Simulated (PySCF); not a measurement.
C4H7FOSi: excited-state calculation

- system: C4H7FOSi
- method: TDDFT wB97X-D/def2-SVPD, vertical, gas phase, core orbitals frozen in the response (PySCF 2.14.0)

The geometry comes from this level: GFN2-xTB. It belongs to a series of runs on one base structure; here: H on Si replaced by CH3.

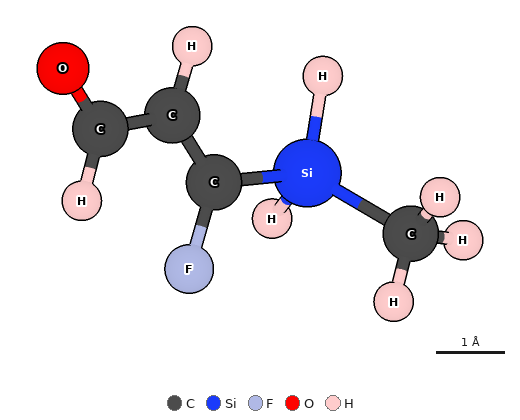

The structure (ball-and-stick view, seen at a tilt). Bond lengths as drawn: C–C 1.34 to 1.46 Å, C–F 1.35 Å, C–H 1.08 to 1.11 Å, C–O 1.21 Å, C–Si 1.90 to 1.91 Å and H–Si 1.46 to 1.47 Å.

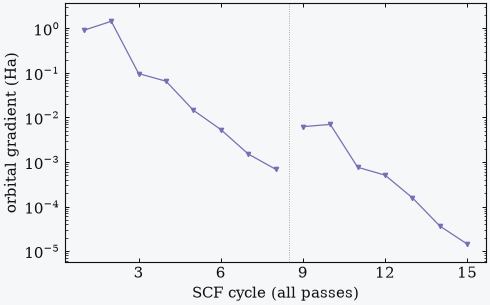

Convergence of the self-consistent field: orbital gradient against the SCF cycle. The dotted line marks the change from a coarse to the final integration grid. The first 8 cycles use a coarse grid, the final grid takes over at cycle 9, and the field converges after 15 cycles in all.

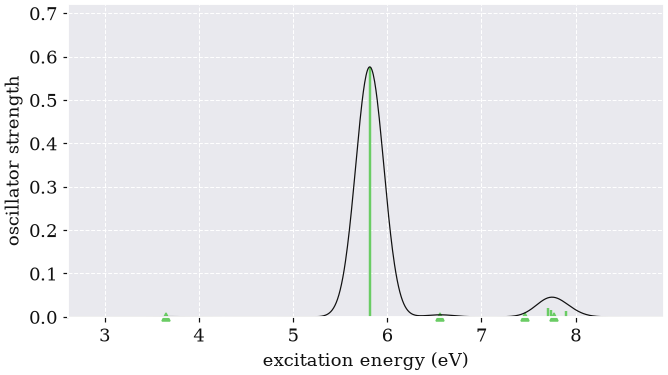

Computed excitations as sticks (degenerate states added up, dark ones marked on the axis), with a Gaussian envelope of 0.35 eV full width at half maximum, scaled to the tallest. Of the 8 states the lowest lies at 3.65 eV (f = 0.001); the strongest line is at 5.81 eV, or 213 nm (f = 0.576).

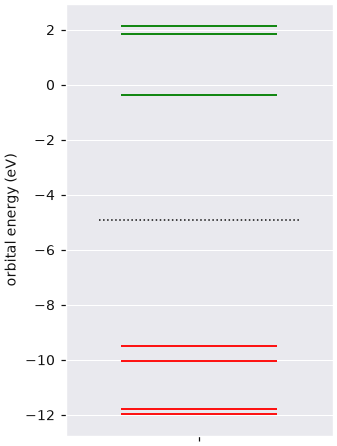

Orbital energies near the frontier; the dotted line parts filled from empty levels, and levels within 0.02 eV of each other stand side by side. Highest filled −9.48 eV, lowest empty −0.35 eV, 9.13 eV apart.

These pictures come from the run below.

Input file
```
{"job": {"kind": "uv", "xc": "wB97X-D", "basis": "def2-SVPD", "nstates": 8, "ntriplets": 3}, "charge": 0, "multiplicity": 1}
C     -2.246201     0.820860     0.479240
Si    -1.295046    -0.706133    -0.118269
C      0.444622    -0.116596    -0.633041
F      0.424773     0.766919    -1.654391
C      1.625680    -0.473184    -0.118170
C      2.916431     0.022096    -0.587356
O      3.981012    -0.296880    -0.119904
H     -1.843906     1.200789     1.415153
H     -3.294211     0.586186     0.641992
H     -2.197368     1.624781    -0.251380
H     -1.900992    -1.276498    -1.323982
H     -1.105953    -1.706414     0.932254
H      1.639833    -1.178284     0.698287
H      2.850648     0.731885    -1.432380
```

The first line tells a small driver script what to run in PySCF; the rest is the geometry in Å.

Launch command:
```bash
OMP_NUM_THREADS=1 python <driver script> task.json out
```

Output
```
coarse grid: 12480 points
cycle   1  E = -620.4645187712  dE =  8.993e-01  |g| = 9.079e-01  |ddm| = 4.811e+00
cycle   2  E = -620.2451902822  dE =  2.193e-01  |g| = 1.443e+00  |ddm| = 3.156e+00
cycle   3  E = -620.6441673030  dE = -3.990e-01  |g| = 9.663e-02  |ddm| = 2.115e+00
cycle   4  E = -620.6458280417  dE = -1.661e-03  |g| = 6.517e-02  |ddm| = 1.797e-01
cycle   5  E = -620.6466536646  dE = -8.256e-04  |g| = 1.452e-02  |ddm| = 9.012e-02
cycle   6  E = -620.6467166221  dE = -6.296e-05  |g| = 5.360e-03  |ddm| = 3.752e-02
cycle   7  E = -620.6467284173  dE = -1.180e-05  |g| = 1.519e-03  |ddm| = 1.668e-02
cycle   8  E = -620.6467299838  dE = -1.567e-06  |g| = 6.888e-04  |ddm| = 7.126e-03
final grid: 117176 points
cycle   9  E = -620.7381451005  dE = -9.371e-05  |g| = 6.217e-03  |ddm| = 1.511e-01
cycle  10  E = -620.7381452776  dE = -1.771e-07  |g| = 6.987e-03  |ddm| = 2.236e-02
cycle  11  E = -620.7381530395  dE = -7.762e-06  |g| = 7.618e-04  |ddm| = 5.841e-03
cycle  12  E = -620.7381531592  dE = -1.196e-07  |g| = 5.071e-04  |ddm| = 2.420e-03
cycle  13  E = -620.7381532131  dE = -5.394e-08  |g| = 1.571e-04  |ddm| = 8.560e-04
cycle  14  E = -620.7381532192  dE = -6.084e-09  |g| = 3.663e-05  |ddm| = 3.224e-04
cycle  15  E = -620.7381532199  dE = -6.859e-10  |g| = 1.438e-05  |ddm| = 1.163e-04
converged SCF energy = -620.7381532199

Static polarisability (au): isotropic 82.634, principal 62.965 69.777 115.159

Singlet excitations
state   eV       nm        f      main configurations
  1   3.6493    339.7   0.00078   H->L 0.93
  2   5.8142    213.2   0.57618   H-1->L 0.96
  3   6.5629    188.9   0.00475   H-3->L 0.53, H-2->L 0.27
  4   7.4634    166.1   0.00050   H->L+5 0.43, H->L+6 0.17, H-3->L 0.13
  5   7.7054    160.9   0.02115   H-2->L 0.58, H-3->L 0.21, H-4->L 0.10
  6   7.7342    160.3   0.01663   H-1->L+1 0.41, H-1->L+2 0.29, H-1->L+4 0.09
  7   7.7654    159.7   0.00073   H->L+1 0.31, H->L+4 0.30, H->L+2 0.11
  8   7.8929    157.1   0.01248   H-4->L 0.76

Triplet excitations (Tamm-Dancoff, eV): 3.1522 3.5582 5.9954
```

Summary

- outcome: converged
- total energy: −620.738153 hartree
- HOMO: −9.48 eV
- LUMO: −0.35 eV
- dipole moment: 4.29 D
- mean polarisability: 82.63 a.u.
- lowest singlet excitation: 3.65 eV
- hardware: 1 CPU thread, shared host
- wall time: 72 s
- peak memory: 0.85 GiB
